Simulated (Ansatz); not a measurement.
```yaml
atoms:
  - { symbol: O, position_ang: [-0.9691, 0.7764, -1.0576] }
  - { symbol: Si, position_ang: [0.0000, 0.0000, 0.0000] }
  - { symbol: O, position_ang: [1.5276, 0.4337, -0.3722] }
  - { symbol: O, position_ang: [-0.0431, -1.6293, -0.0599] }
  - { symbol: O, position_ang: [-0.5154, 0.4194, 1.4895] }
  - { symbol: H, position_ang: [-0.6395, 0.8698, -1.9523] }
  - { symbol: H, position_ang: [2.2263, -0.1352, -0.0462] }
  - { symbol: H, position_ang: [-0.7680, -2.0561, 0.3987] }
  - { symbol: H, position_ang: [-0.8188, 1.3214, 1.6000] }
```

Geometry: PBE0-D4/def2-TZVP.

Computed with isolated molecule in a Gaussian basis; Kohn-Sham density functional theory, functional B3LYP (Ansatz).

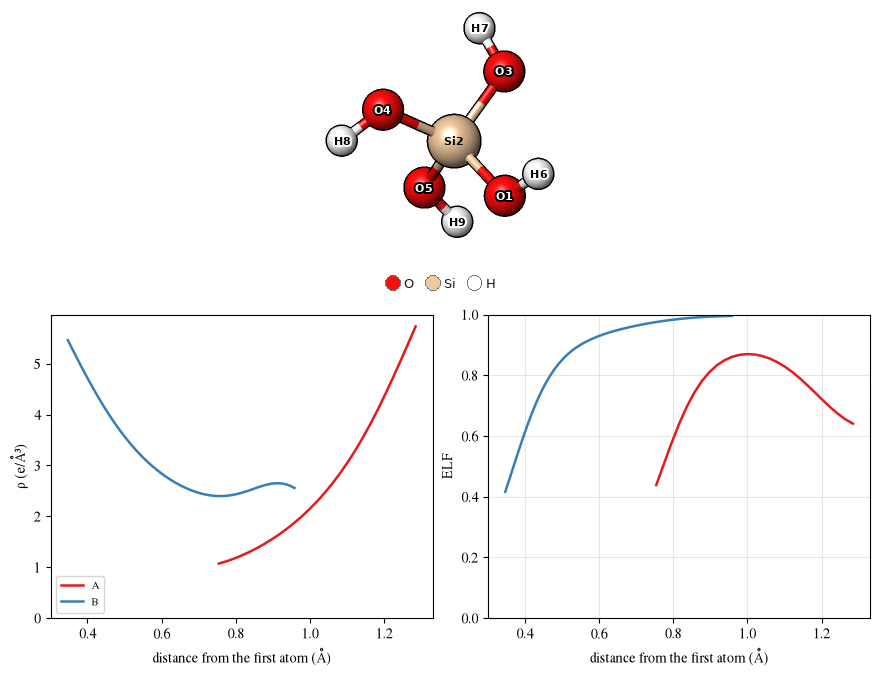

H4O4Si (SMILES O[Si](O)(O)O). Total electron density and ELF along straight lines between neighbouring atoms. The curves leave out the atomic cores. The structure is drawn too.

Which curve belongs to which contact (O–H and Si–O)? The first atom named is at distance zero.

Curve A: Si–O (1.63 Å): the density is about 1.2 e/Å³ at the midpoint; the ELF peaks at about 0.85 between the atoms, as expected for a shared but strongly polarised pair. Curve B: O–H (0.96 Å): ρ at the midpoint is about 3.8 e/Å³; the ELF climbs to about 1 towards the hydrogen, as it does in any bond to H; an ordinary covalent bond to hydrogen.
